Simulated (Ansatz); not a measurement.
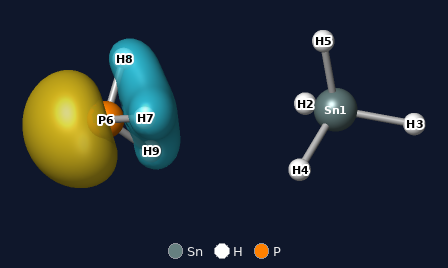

Figure 1: H$_{4}$Sn···PH$_{3}$. The HOMO at ±0.15 Å⁻³ᐟ² (yellow and cyan are the two phases), seen from one side.

Core potentials replace the inner electrons of Sn.

Method: RKS BHLYP/def2-SVP in Ansatz.

```yaml
atoms:
  - { symbol: Sn, position_ang: [0.6240, -0.1517, -0.2887] }
  - { symbol: H, position_ang: [0.8053, -0.2463, 1.4033] }
  - { symbol: H, position_ang: [2.1365, 0.1706, -1.0057] }
  - { symbol: H, position_ang: [-0.4667, 1.0990, -0.6771] }
  - { symbol: H, position_ang: [0.0215, -1.6326, -0.8789] }
  - { symbol: P, position_ang: [-3.6984, 0.0217, 2.0010] }
  - { symbol: H, position_ang: [-3.5105, -0.0383, 0.5972] }
  - { symbol: H, position_ang: [-3.1251, -1.2543, 2.2337] }
  - { symbol: H, position_ang: [-2.4872, 0.7199, 2.2355] }
```

Question: Where does this orbital lie, and at what energy?

Answer: Its weight (Hirshfeld) is mainly on P6 (about 80 %) and H8 (about 5 %); largely a lone pair of P6. Its energy is −8.79 eV.
